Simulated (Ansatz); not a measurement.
## Two runs on Si2H4OF

System: Si2H4OF, multiplicity 2, SMILES F[SiH2]O[SiH2].
Method of the first run: UHF/def2-SVP (Ansatz 0.2.0).

Text and figures count atoms from 1; the logs count them from 0 in places.

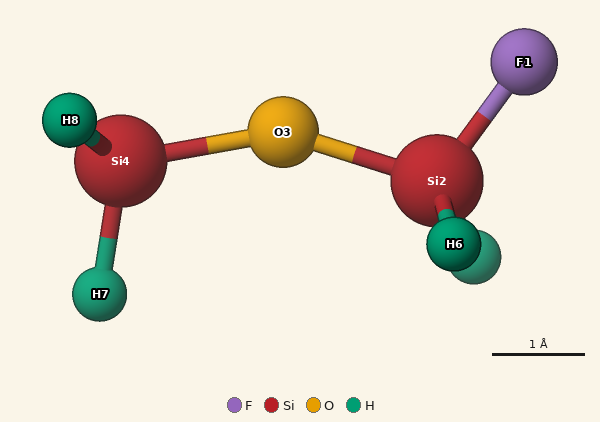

**Figure 1.** The structure (ball-and-stick view, seen at a tilt; atoms are numbered from 1 in the order of the input).

## The input, the first run
```yaml
crystal:
  periodic: [false, false, false]
  atoms:
    - { symbol: F, position_ang: [0.776179, 2.202899, 0.750567] }
    - { symbol: Si, position_ang: [0.84178, 1.264481, -0.552457] }
    - { symbol: O, position_ang: [-0.073141, -0.214412, -0.229479] }
    - { symbol: Si, position_ang: [-0.5581, -1.894231, -0.649307] }
    - { symbol: H, position_ang: [0.236412, 2.012725, -1.661383] }
    - { symbol: H, position_ang: [2.253583, 0.946908, -0.798345] }
    - { symbol: H, position_ang: [-0.347291, -2.103422, -2.099651] }
    - { symbol: H, position_ang: [0.249543, -2.860964, 0.130639] }
magnetization:
  spin_polarized: true
  initial_magnetization: 1
basis:
  gaussian: { orbitals: def2-SVP }
hamiltonian:
  xc: hf
output:
  forces: true
```

Launched with:
```bash
ansatz run input.yaml --threads 1 --pin off --max-ram 2560MiB --backend cpu --events-out ev --progress --plain --runs-dir out
```

Hardware: 1 thread of Arm Neoverse N1, 98 GiB of memory available, shared host.

## Output (the first run)
```
Engine: ansatz 0.2.0, aarch64-unknown-linux-gnu
Functional definition: HF
  exchange = exact_x
  correlation = 0
792 factors; integrals over basis functions are off by at most 1.1e-3 eV
mean field evaluation 1: about -20520.7111 eV, gradient 2.8e1 eV
mean field evaluation 2: about -20520.7124 eV, gradient 2.8e1 eV
mean field evaluation 4: about -20524.2135 eV, gradient 2.6e0 eV
mean field evaluation 8: about -20524.2808 eV, gradient 1.5e-1 eV
mean field -20524.28140276 eV, -754.2534296937 hartree, gradient 6.7e-6 eV, S^2 0.752694; 0 other end points of the search recorded, 0 dependent functions left out
the calculation of the forces begins
reference -20524.28140276 eV, -754.2534296937 hartree; 25, 24 occupied and 59, 60 virtual orbitals, 792 factors
Total energy: -20524.28140276 eV, -754.2534296937 hartree
Atom 0 at     0.776179     2.202899     0.750567 Å, force    -0.058845    -0.253272    -0.161984 eV/Å
Atom 1 at     0.841780     1.264481    -0.552457 Å, force    -1.919831    -3.057121     0.744484 eV/Å
Atom 2 at    -0.073141    -0.214412    -0.229479 Å, force     1.064337     0.036229    -1.401018 eV/Å
Atom 3 at    -0.558100    -1.894231    -0.649307 Å, force     0.992759     3.317767     0.785540 eV/Å
Atom 4 at     0.236412     2.012725    -1.661383 Å, force    -0.042778    -0.070401     0.033361 eV/Å
Atom 5 at     2.253583     0.946908    -0.798345 Å, force    -0.018036    -0.047933     0.020072 eV/Å
Atom 6 at    -0.347291    -2.103422    -2.099651 Å, force    -0.009703    -0.007071    -0.032466 eV/Å
Atom 7 at     0.249543    -2.860964     0.130639 Å, force    -0.007903     0.081801     0.012012 eV/Å
Dipole moment:     0.015408    -0.321206    -0.393235 e Å
```

The input of the second run differs as follows (lines with − go, lines with + come):
```diff
-    - { symbol: F, position_ang: [0.776179, 2.202899, 0.750567] }
-    - { symbol: Si, position_ang: [0.84178, 1.264481, -0.552457] }
+    - { symbol: F, position_ang: [-0.039778, 1.702483, 1.578566] }
+    - { symbol: Si, position_ang: [0.415735, 1.316412, 0.0865] }
-    - { symbol: Si, position_ang: [-0.5581, -1.894231, -0.649307] }
-    - { symbol: H, position_ang: [0.236412, 2.012725, -1.661383] }
-    - { symbol: H, position_ang: [2.253583, 0.946908, -0.798345] }
-    - { symbol: H, position_ang: [-0.347291, -2.103422, -2.099651] }
-    - { symbol: H, position_ang: [0.249543, -2.860964, 0.130639] }
+    - { symbol: Si, position_ang: [-0.902479, -1.641247, 0.006371] }
+    - { symbol: H, position_ang: [-0.234004, 2.263657, -0.828169] }
+    - { symbol: H, position_ang: [1.87995, 1.40488, 0.03408] }
+    - { symbol: H, position_ang: [-1.026724, -2.341241, -1.292194] }
+    - { symbol: H, position_ang: [-0.176058, -2.490648, 0.978999] }
```

How does the second run compare with the first run?

On the same kind of shared host the second run took about 320 times as long.

## Output (the second run)
```
Engine: ansatz 0.2.0, aarch64-unknown-linux-gnu
Functional definition: HF
  exchange = exact_x
  correlation = 0
792 factors; integrals over basis functions are off by at most 1.2e-3 eV
mean field evaluation 1: about -20521.8347 eV, gradient 2.7e1 eV
mean field evaluation 2: about -20521.8361 eV, gradient 2.7e1 eV
mean field evaluation 4: about -20524.8992 eV, gradient 2.3e0 eV
mean field evaluation 8: about -20524.9528 eV, gradient 1.3e-1 eV
mean field -20524.95316384 eV, -754.2781164583 hartree, gradient 1.5e-5 eV, S^2 0.752644; 0 other end points of the search recorded, 0 dependent functions left out
the calculation of the forces begins
reference -20524.95316384 eV, -754.2781164583 hartree; 25, 24 occupied and 59, 60 virtual orbitals, 792 factors
Total energy: -20524.95316384 eV, -754.2781164583 hartree
Atom 0 at    -0.039778     1.702483     1.578566 Å, force    -0.006061    -0.011127     0.001575 eV/Å
Atom 1 at     0.415735     1.316412     0.086500 Å, force    -0.157255    -0.503397    -0.109947 eV/Å
Atom 2 at    -0.073141    -0.214412    -0.229479 Å, force    -0.069222     0.109708     0.173568 eV/Å
Atom 3 at    -0.902479    -1.641247     0.006371 Å, force     0.234715     0.408376    -0.061507 eV/Å
Atom 4 at    -0.234004     2.263657    -0.828169 Å, force    -0.002736    -0.014765    -0.000251 eV/Å
Atom 5 at     1.879950     1.404880     0.034080 Å, force    -0.009710    -0.015900    -0.004162 eV/Å
Atom 6 at    -1.026724    -2.341241    -1.292194 Å, force     0.008430     0.017925     0.002466 eV/Å
Atom 7 at    -0.176058    -2.490648     0.978999 Å, force     0.001840     0.009180    -0.001742 eV/Å
Dipole moment:    -0.003222    -0.111093    -0.226226 e Å
```

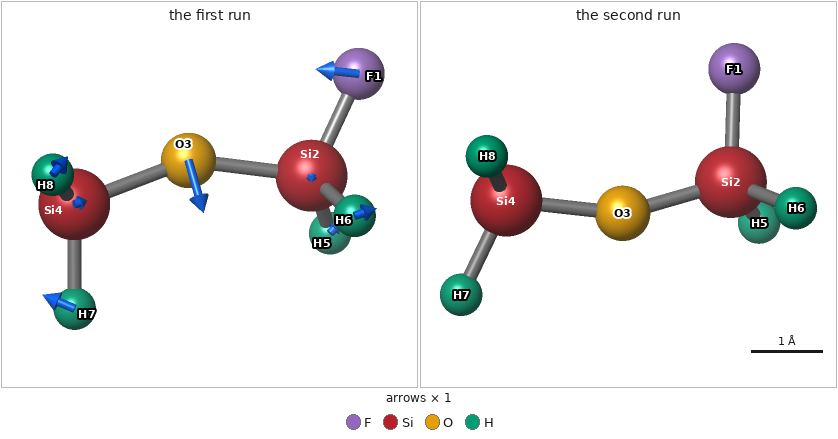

**Figure 2.** The two input geometries at one scale (ball-and-stick view, seen at a tilt). The blue arrows on the first give the shifts of the atoms after the best rigid fit, at true length. The largest move after the best rigid fit is that of O3, 0.80 Å. Largest moves by element: O 0.80 Å, F 0.64 Å, H 0.50 Å, Si 0.21 Å. Among the contacts that change: O3–Si4 1.798 → 1.667 Å, Si2–O3 1.769 → 1.638 Å.

## The two runs side by side

| quantity | the first run | the second run |
| --- | --- | --- |
| outcome | converged | converged |
| total energy (hartree) | −754.253430 | – |
| ⟨S²⟩ | 0.753 | – |
| largest force (eV/Å) | 3.686 | – |
| basis functions | 84 | – |
| wall time (shared host) | 2.9 s | 15 min |
